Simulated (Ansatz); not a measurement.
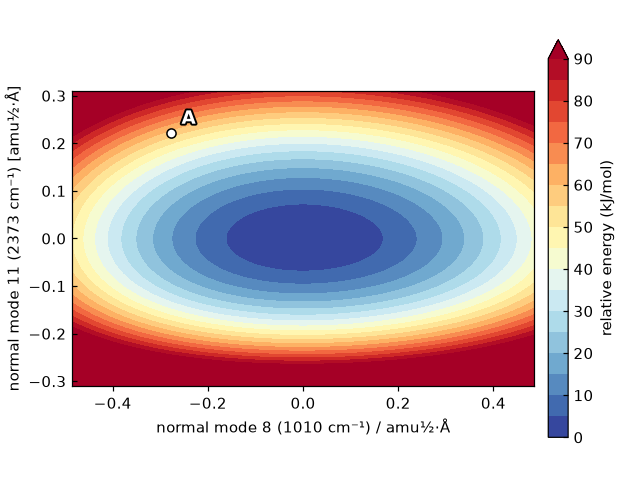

H3OPSi, SMILES O1[SiH2]P1. Coordinates scanned: (1) normal mode 8 (1010 cm⁻¹); (2) normal mode 11 (2373 cm⁻¹). Nothing is relaxed (straight displacements along the two mass-weighted modes). The grid has 15 × 15 points. Points are written as (first, second). Energies are in kJ/mol, from the lowest grid point. Method: RHF/def2-TZVP in Ansatz.

The picture shows filled contours, one colour for all values above the top of the scale, the point A. Between grid points the surface is interpolated.

Q: Which way does the force act at A, and how strong is it?

A: A, at (−0.278 amu½·Å, 0.222 amu½·Å), is not a stationary point. The computed force is 116 kJ/mol for each amu½·Å towards larger values of normal mode 8 (1010 cm⁻¹) and 360 kJ/mol for each amu½·Å towards smaller values of normal mode 11 (2373 cm⁻¹).
